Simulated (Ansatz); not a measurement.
CH$_{4}$AlF$_{2}$N (SMILES C[NH][Al]([F])[F])

Input file:

```
crystal:
  periodic: [false, false, false]
  atoms:
    - {symbol: C, position_ang: [0.129500, -1.142898, 0.595498]}
    - {symbol: N, position_ang: [-0.389326, 0.190167, 0.356473]}
    - {symbol: Al, position_ang: [0.056558, 1.303741, -0.913634]}
    - {symbol: F, position_ang: [-0.648799, 2.781432, -1.020129]}
    - {symbol: F, position_ang: [1.191931, 0.885801, -2.022778]}
    - {symbol: H, position_ang: [-0.654226, -1.906270, 0.537349]}
    - {symbol: H, position_ang: [0.610671, -1.227740, 1.576121]}
    - {symbol: H, position_ang: [0.880541, -1.391054, -0.156930]}
    - {symbol: H, position_ang: [-1.088350, 0.460521, 1.030930]}
basis:
  gaussian: {orbitals: def2-TZVPP}
hamiltonian: {xc: pbe0, dispersion: d4}
output: {orbitals: {seedname: orbitals}}
```

Command:

```sh
ansatz run in.yaml --threads 2 --pin off --events-out ev --progress --plain --max-ram 32768MiB --backend cpu
```

Geometry: PBE0-D4/def2-TZVP.

All numbers below come from RKS PBE0-D4/def2-TZVPP in Ansatz 0.2.0.

Question: What can the converged electron density and electron localisation function tell about the bonding?

Answer: C–N (1.45 Å): ρ at the midpoint is about 1.9 e/Å³; the ELF peaks at about 0.90 between the atoms: localised, covalent bonding.
Al–F (1.64 Å): ρ is about 0.94 e/Å³ halfway; the ELF peaks at about 0.85 in the valence shell of F, 0.5 Å from its nucleus, and is about 0.30 at the midpoint.
Al–N (1.75 Å): ρ is about 0.92 e/Å³ halfway; the ELF peaks at about 0.90 in the valence shell of N, 0.7 Å from its nucleus, and is about 0.65 at the midpoint.
N–H (1.01 Å): ρ at the midpoint is about 2.9 e/Å³; the ELF climbs to about 1 towards the hydrogen, as it does in any bond to H (an ordinary covalent bond to hydrogen).

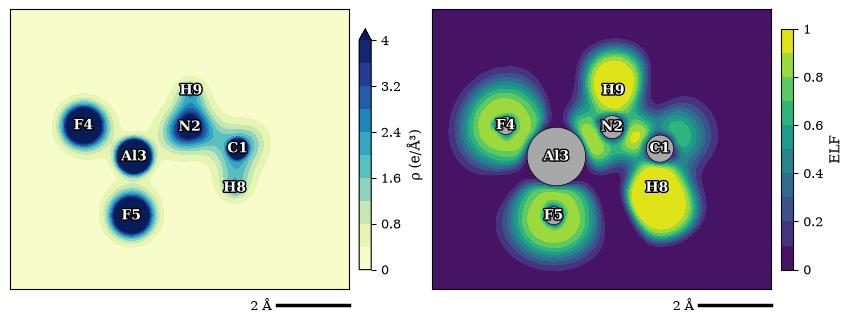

Computed electron density and electron localisation function on the plane of atoms N2, Al3 and F4, in this order. Grey discs cover the atomic cores in the ELF map. 
